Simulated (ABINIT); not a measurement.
**Quasiparticle gap of LiNbO3 (R3c) in ABINIT**

How does a plane-wave GW calculation on LiNbO3 (R3c) run from the first input to the gap?

Method: PBE and many-body steps on it, plane waves, in ABINIT 10.8.3.

**1. Set-up**

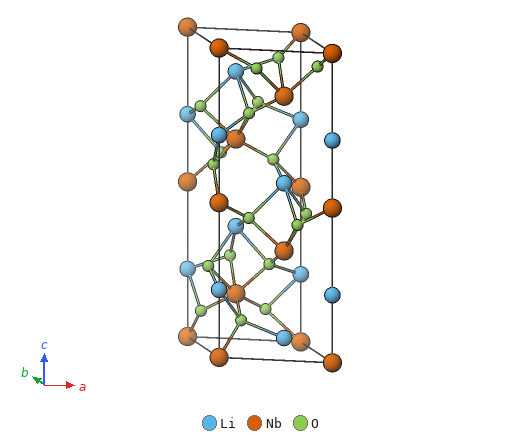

Start, viewed slightly off an axis; lithium blue, niobium orange, oxygen green. This picture shows the conventional cell, with its axes. Bonds to atoms that aren't drawn are left out. Some periodic images of atoms are drawn too.

The cell and positions come from the Crystallography Open Database and are kept as given unless a step says otherwise.

**2. Ground state**

This step: ABINIT 10.8.3; DFT, PBE, plane waves, norm-conserving pseudopotentials.

The ground-state density comes first.

The input, run.abi:

```
acell 3*1.0 Angstrom
rprim 
  2.575800000019 1.487138823389 4.623000000000
  -2.575800000018 1.487138823389 4.623000000000
  0.000000000000 -2.974277646779 4.623000000000
ntypat 3
znucl 3 41 8
natom 10
typat 1 1 2 2 3 3 3 3 3 3
xred 
  0.281500000000 0.281500000000 0.281500000000
  0.781500000000 0.781500000000 0.781500000000
  0.000055000000 0.000055000000 0.000055000000
  0.500055000000 0.500055000000 0.500055000000
  0.112310000000 0.358360000000 0.719590000000
  0.719590000000 0.112310000000 0.358360000000
  0.358360000000 0.719590000000 0.112310000000
  0.219590000000 0.858360000000 0.612310000000
  0.858360000000 0.612310000000 0.219590000000
  0.612310000000 0.219590000000 0.858360000000
pp_dirpath "pseudos"
pseudos "Li.upf, Nb.upf, O.upf"
ecut 37
ngkpt 6 6 6
nshiftk 1
shiftk 0 0 0
kptopt 1
chksymbreak 0
nband 43
occopt 1
tolvrs 1e-10
nstep 60
prtwf 0
optforces 0
optstress 0
indata_prefix "in"
outdata_prefix "out"
tmpdata_prefix "tmp"
```

Started as:

```bash
$ OMP_NUM_THREADS=1 mpirun -n 32 abinit run.abi > log
```

Numbers of over 12 decimals in the logs are rounded to 6 here.

The log of the run:

```text
.Version 10.8.3 of ABINIT. v10.8.2 released Aug 2026.

 Symmetries : space group R3 c (#161); Bravais hR (rhombohedral)
================================================================================
 Values of the parameters that define the memory need of the present run
     intxc =       0    ionmov =       0      iscf =       7    lmnmax =       6
     lnmax =       6     mgfft =      60  mpssoang =       3    mqgrid =    3001
     natom =      10  nloc_mem =       1    nspden =       1   nspinor =       1
    nsppol =       1      nsym =       6    n1xccc =    2501    ntypat =       3
    occopt =       1   xclevel =       2
-    mband =          43        mffmem =           1         mkmem =           1
       mpw =        7734          nfft =      216000          nkpt =          32
================================================================================
  Rough estimation (10% accuracy) of disk space for files :
================================================================================

--------------------------------------------------------------------------------
------------- Echo of variables that govern the present computation ------------
--------------------------------------------------------------------------------
 -outvars: echo values of preprocessed input variables --------
            acell      1.8897261259E+00  1.8897261259E+00  1.8897261259E+00 Bohr

      chksymbreak           0
             ecut      3.70000000E+01 Hartree
-          fftalg         312

              ixc     -101130
              kpt      0.00000000E+00  0.00000000E+00  0.00000000E+00
                       1.66666667E-01  0.00000000E+00  0.00000000E+00
                       3.33333333E-01  0.00000000E+00  0.00000000E+00
                       5.00000000E-01  0.00000000E+00  0.00000000E+00
                       1.66666667E-01  1.66666667E-01  0.00000000E+00
                       3.33333333E-01  1.66666667E-01  0.00000000E+00
                       5.00000000E-01  1.66666667E-01  0.00000000E+00
                      -3.33333333E-01  1.66666667E-01  0.00000000E+00
                      -1.66666667E-01  1.66666667E-01  0.00000000E+00
   [... 21 further rows ...]
                      -3.33333333E-01  5.00000000E-01  3.33333333E-01
                       5.00000000E-01  5.00000000E-01  5.00000000E-01
         kptrlatt        6    0    0      0    6    0      0    0    6
          kptrlen      5.84106787E+01
P           mkmem           1
            natom          10
            nband          43
            ngfft          60      60      60
             nkpt          32
            nstep          60
             nsym           6
           ntypat           3
              occ      2.000000  2.000000  2.000000  2.000000  2.000000  2.000000
                       2.000000  2.000000  2.000000  2.000000  2.000000  2.000000
                       2.000000  2.000000  2.000000  2.000000  2.000000  2.000000
                       2.000000  2.000000  2.000000  2.000000  2.000000  2.000000
                       2.000000  2.000000  2.000000  2.000000  2.000000  2.000000
                       2.000000  2.000000  2.000000  2.000000  0.000000  0.000000
                       0.000000  0.000000  0.000000  0.000000  0.000000  0.000000
                       0.000000
        optforces           0
        optstress           0
            prtwf           0
            rprim      2.5758000000E+00  1.4871388234E+00  4.6230000000E+00
[...]
spgroup         161

           tolvrs      1.00000000E-10

             xred      2.8150000000E-01  2.8150000000E-01  2.8150000000E-01
[...]
znucl        3.00000   41.00000    8.00000

================================================================================

 chkinp: Checking input parameters for consistency.

================================================================================
== DATASET  1 ==================================================================
-   mpi_nproc: 32, omp_nthreads: 1 (-1 if OMP is not activated)

--- !DatasetInfo
iteration_state: {dtset: 1, }
dimensions: {natom: 10, nkpt: 32, mband: 43, nsppol: 1, nspinor: 1, nspden: 1, mpw: 7734, }
cutoff_energies: {ecut:  37.0, pawecutdg:  -1.0, }
electrons: {nelect:   6.80000000E+01, charge:   0.00000000E+00, occopt:   1.00000000E+00, tsmear:   1.00000000E-02, }

 Real(R)+Recip(G) space primitive vectors, cartesian coordinates (Bohr,Bohr^-1):
 R(1)=  4.8675566  2.8102851  8.7362039  G(1)=  0.1027209  0.0593060  0.0381554
 R(2)= -4.8675566  2.8102851  8.7362039  G(2)= -0.1027209  0.0593060  0.0381554
 R(3)=  0.0000000 -5.6205702  8.7362039  G(3)=  0.0000000 -0.1186119  0.0381554
 Unit cell volume ucvol=  7.1702681E+02 bohr^3
 Angles (23,13,12)=  5.58832370E+01  5.58832370E+01  5.58832370E+01 degrees

 getcut: wavevector=  0.0000  0.0000  0.0000  ngfft=  60  60  60
         ecut(hartree)=     37.000   => boxcut(ratio)=   2.10943

--- Pseudopotential description ------------------------------------------------
- Li Generated using ONCVPSP code by D. R. Hamann
-  3.00000   3.00000  171031                  znucl, zion, pspdat
12 -101130 1 -1 1944                          pspcod,pspxc,lmax,lloc,mmax
     nproj     2     2     0
  pspatm : epsatm=    2.74360059
         --- l  ekb(1:nproj) -->
[...]
12 -101130 2 -1 936                           pspcod,pspxc,lmax,lloc,mmax
     nproj     2     2     1
  pspatm : epsatm=    6.19545534
         --- l  ekb(1:nproj) -->
[...]
2   -1.331955
 pspatm: atomic psp has been read  and splines computed

   5.03676405E+03                                ecore*ucvol(ha*bohr**3)
--------------------------------------------------------------------------------

_setup2: Arith. and geom. avg. npw (full set) are    7707.801    7707.794

================================================================================

--- !BeginCycle
iteration_state: {dtset: 1, }
solver: {iscf: 7, nstep: 60, nline: 4, wfoptalg: 0, }
tolerances: {tolvrs: 1.00E-10, }

     iter   Etot(hartree)      deltaE(h)  residm     vres2
 ETOT  1  -237.22508379455    -2.372E+02 9.465E-02 7.533E+03
 ETOT  2  -232.65043878269     4.575E+00 9.267E-02 2.997E+04
 ETOT  3  -238.54645136842    -5.896E+00 2.606E-02 9.817E+02
 ETOT  4  -238.60115023180    -5.470E-02 1.026E-02 6.007E+02
 ETOT  5  -238.64144216374    -4.029E-02 3.263E-03 1.826E+02
 ETOT  6  -238.67177843306    -3.034E-02 3.509E-03 2.826E+00
 ETOT  7  -238.67220900134    -4.306E-04 2.102E-03 3.489E-01
 ETOT  8  -238.67227242630    -6.342E-05 9.849E-04 1.522E-02
 ETOT  9  -238.67227362321    -1.197E-06 4.970E-04 6.631E-04
 ETOT 10  -238.67227376273    -1.395E-07 4.002E-04 7.276E-05
 ETOT 11  -238.67227376861    -5.879E-09 1.997E-04 7.147E-06
 ETOT 12  -238.67227376975    -1.135E-09 1.688E-04 7.078E-08
 ETOT 13  -238.67227376976    -1.268E-11 9.310E-05 4.194E-10
 ETOT 14  -238.67227376977    -9.095E-12 7.745E-05 1.908E-11

 At SCF step   14       vres2   =  1.91E-11 < tolvrs=  1.00E-10 =>converged.

--- !ResultsGS
iteration_state: {dtset: 1, }
comment   : Summary of ground state results
lattice_vectors:
- [  4.8675566,   2.8102851,   8.7362039, ]
- [ -4.8675566,   2.8102851,   8.7362039, ]
- [  0.0000000,  -5.6205702,   8.7362039, ]
lattice_lengths: [  10.38807,   10.38807,   10.38807, ]
lattice_angles: [ 55.883,  55.883,  55.883, ] # degrees, (23, 13, 12)
lattice_volume:   7.1702681E+02
convergence: {deltae: -9.095E-12, res2:  1.908E-11, residm:  7.745E-05, diffor:  0.000E+00, }
etotal    :  -2.38672274E+02
entropy   :   0.00000000E+00
fermie    :   1.64720858E-01
cartesian_stress_tensor: null
pressure_GPa: null
xred      :
- [  2.8150E-01,   2.8150E-01,   2.8150E-01, Li]
- [  7.8150E-01,   7.8150E-01,   7.8150E-01, Li]
- [  5.5000E-05,   5.5000E-05,   5.5000E-05, Nb]
- [  5.0006E-01,   5.0005E-01,   5.0005E-01, Nb]
- [  1.1231E-01,   3.5836E-01,   7.1959E-01,  O]
- [  7.1959E-01,   1.1231E-01,   3.5836E-01,  O]
- [  3.5836E-01,   7.1959E-01,   1.1231E-01,  O]
- [  2.1959E-01,   8.5836E-01,   6.1231E-01,  O]
- [  8.5836E-01,   6.1231E-01,   2.1959E-01,  O]
- [  6.1231E-01,   2.1959E-01,   8.5836E-01,  O]
cartesian_forces: null
force_length_stats: {min: null, max: null, mean: null, }

 Integrated electronic density in atomic spheres:
 ------------------------------------------------
 Atom  Sphere_radius  Integrated_density
[...]
================================================================================

 ----iterations are completed or convergence reached----

 Mean square residual over all n,k,spin=   22.480E-08; max=  77.447E-06
 reduced coordinates (array xred) for   10 atoms
[...]
0.358360000000      0.719590000000      0.112310000000
       0.219590000000      0.858360000000      0.612310000000
       0.858360000000      0.612310000000      0.219590000000
       0.612310000000      0.219590000000      0.858360000000
 rms dE/dt=  0.0000E+00; max dE/dt=  0.0000E+00; dE/dt below (all hartree)
    1       0.000000000000      0.000000000000      0.000000000000
    2       0.000000000000      0.000000000000      0.000000000000
    3       0.000000000000      0.000000000000      0.000000000000
    4       0.000000000000      0.000000000000      0.000000000000
    5       0.000000000000      0.000000000000      0.000000000000
    6       0.000000000000      0.000000000000      0.000000000000
    7       0.000000000000      0.000000000000      0.000000000000
    8       0.000000000000      0.000000000000      0.000000000000
    9       0.000000000000      0.000000000000      0.000000000000
   10       0.000000000000      0.000000000000      0.000000000000

 cartesian coordinates (angstrom) at end:
[...]
6      1.564232     0.171289     5.502572
    7     -0.930456     1.269020     5.502572
    8     -1.645344    -0.218119     7.814072
    9      0.633776     1.533969     7.814072
   10      1.011568    -1.315850     7.814072
 length scales=  1.889726125908  1.889726125908  1.889726125908 bohr
              =  1.000000000000  1.000000000000  1.000000000000 angstroms
 prteigrs : about to open file out_EIG
 Fermi (or HOMO) energy (hartree) =   0.16472   Average Vxc (hartree)=  -0.40109
 Eigenvalues (hartree) for nkpt=  32  k points:
 kpt#   1, nband= 43, wtk=  0.00463, kpt=  0.0000  0.0000  0.0000 (reduced coord)
  -1.82415   -1.82359   -1.39949   -1.39939   -0.95452   -0.95452   -0.95151   -0.94868
  -0.94868   -0.94465   -0.45643   -0.43193   -0.43193   -0.39871   -0.39077   -0.39077
   0.00214    0.00214    0.00981    0.01202    0.01202    0.04493    0.08722    0.09047
   0.09047    0.12019    0.13192    0.13192    0.13914    0.13922    0.13922    0.14707
   0.16446    0.16446    0.29743    0.29743    0.31460    0.35543    0.35543    0.36172
   0.43394    0.44848    0.44848
 prteigrs : prtvol=0 or 1, do not print more k-points.

--- !EnergyTerms
iteration_state     : {dtset: 1, }
comment             : Components of total free energy in Hartree
kinetic             :  1.12795358364766E+02
hartree             :  5.27221213766462E+01
xc                  : -5.46586042469807E+01
Ewald energy        : -1.64413318982960E+02
psp_core            :  7.02451283118983E+00
local_psp           : -1.83205419600347E+02
non_local_psp       : -8.93692351208323E+00
total_energy        : -2.38672273769769E+02
total_energy_eV     : -6.49460342775569E+03
band_energy         : -2.61282147644111E+01

== END DATASET(S) ==============================================================
================================================================================

 -outvars: echo values of variables after computation  --------
           etotal     -2.3867227377E+02
            nband          43
             nkpt          32
          spgroup         161
 [... the other variables as echoed above ...]

 Calculation completed.
```

Wall time 39 s (32 MPI ranks of Arm Neoverse V2, shared host); peak memory 3.6 GiB.

This step gave:

```yaml
total_energy: -6494.6034 eV
gap: 3.607 eV
k_of_the_valence_top: 0.1667, 0.1667, 0.1667
k_of_the_conduction_bottom: 0.1667, 0.1667, 0
least_direct_gap: 3.618 eV
```

The gap is indirect, with the least direct gap 0.011 eV higher.

(Part 1 of 3 ends here.)

[Paths, hosts, dates, memory and timing lines, banners, echoed tables and standing remarks are left out of the program output.]

[Logs are printed without paths, hosts, clocks, repeated set-up lines and the standing remarks that a program may print on its own settings, such as how far it seeks lower states.]

[Runs of the session that timed out or met a known fault of the program may be left out.]

[Hosts, paths, dates, database ids (printed as entryN), source tags and the programs' standing remarks are cut or masked in the printed files.]

[G0W0 gaps are taken among the corrected bands and points alone; a level outside them can change the order at an edge.]

[Where Ansatz stands beside ABINIT at settings called matched, ABINIT's density can come from a denser mesh and the files from another edition; pairs whose starting gaps differed by over 0.03 eV were left out, so agreement reads better than it is.]
